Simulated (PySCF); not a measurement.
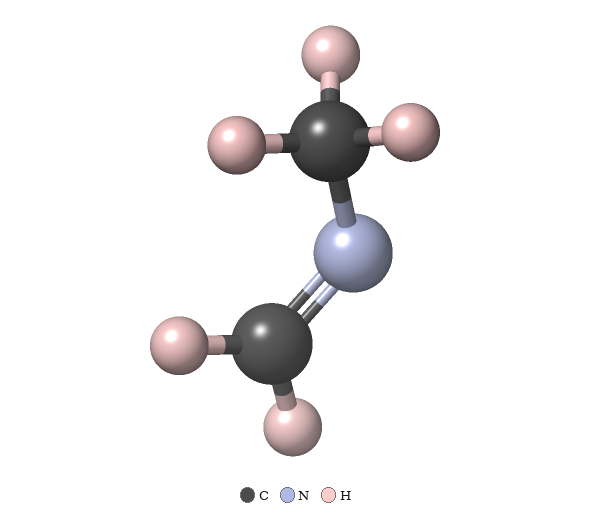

Ball-and-stick drawing of a structure. Double and triple bonds are drawn as two and three sticks.

Computed geometry: GFN2-xTB optimisation. No frequency run is at hand to confirm it as a minimum.

What does the picture show?

The molecule is C₂H₅N. As SMILES it reads `C=NC`. It has no ring. Among its groups: imine. The point group is Cs. Coordination: 1 C trigonal planar; 1 N bent; 1 C tetrahedral.

More results for the same structure follow; atom numbers are the same in all pictures, views and colours differ.

**NMR shielding**

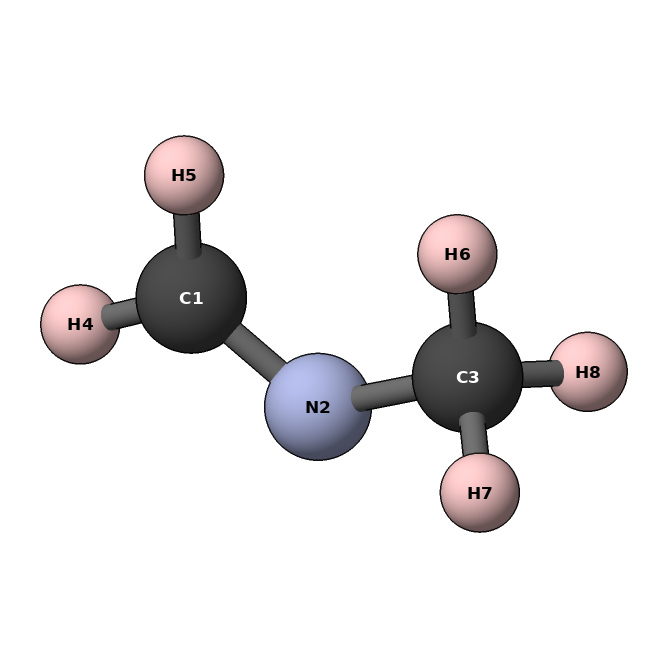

No frequency run is at hand to confirm it as a minimum. Method: GIAO PBE0/pcSseg-1 NMR shielding, non-relativistic, gas phase (PySCF 2.14.0). Principal shieldings σ11 ≤ σ22 ≤ σ33, span Ω = σ33 − σ11, skew κ = 3(σiso − σ22)/Ω.

Give the shielding tensors of the N atoms.

```tsv
atom	σ11	σ22	σ33	σiso	Ω	κ
N2	−552.4	−157.9	284.0	−142.1	836.4	0.06
```

Shieldings and span in ppm.

**Electronic properties**

No frequency run is at hand to confirm it as a minimum. Properties computed with PBE0/pcSseg-1, gas phase (PySCF 2.14.0).

Predict the main results.

- dipole moment: 1.48 D
- HOMO energy (Kohn–Sham orbital): −7.15 eV
- LUMO energy (Kohn–Sham orbital): −0.05 eV
- HOMO–LUMO gap: 7.10 eV

**Quadrupole coupling**

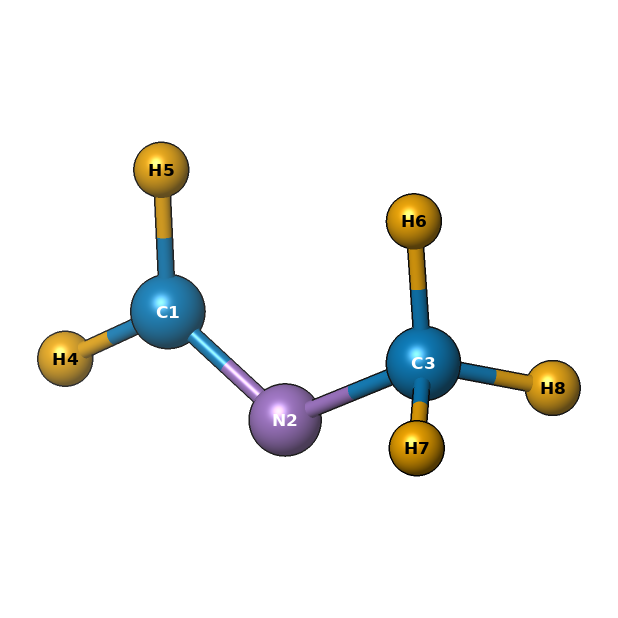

No frequency run is at hand to confirm it as a minimum. Electric field gradients from the ground-state density, B3LYP/pcJ-1 (PySCF 2.14.0), non-relativistic apart from any core potentials.

Give the largest field-gradient component, the quadrupole coupling constant and the asymmetry for 14N at N2 (Q = 20.44 mb), 2H at H4 (Q = 2.86 mb), 2H at H5 (Q = 2.86 mb).

```
atom  V_zz (a.u.)  e²qQ/h (MHz)     η
  N2       −1.187         −5.70  0.45
  H4        0.315         0.212  0.04
  H5        0.283         0.190  0.06
```

**Spin–spin coupling**

No frequency run is at hand to confirm it as a minimum. Level of theory: B3LYP/pcJ-1 indirect spin-spin coupling, non-relativistic, gas phase (PySCF 2.14.0). Isotopes: 13C, 1H, 15N.

Give the spin–spin coupling constants of these pairs, with the number of bonds between them: C1/H5, C1/N2, C3/H7, C3/H8, C1/C3, N2/H5, N2/H6, C1/H6, C1/H7, C3/H5, C3/H4.

```
  pair  bonds apart  J (Hz)
C1, H5            1   157.8
C1, N2            1    −8.7
C3, H7            1   142.8
C3, H8            1   142.6
C1, C3            2    −5.0
N2, H5            2     4.1
N2, H6            2     0.7
C1, H6            3    12.7
C1, H7            3     9.1
C3, H5            3    15.9
C3, H4            3    20.3
```
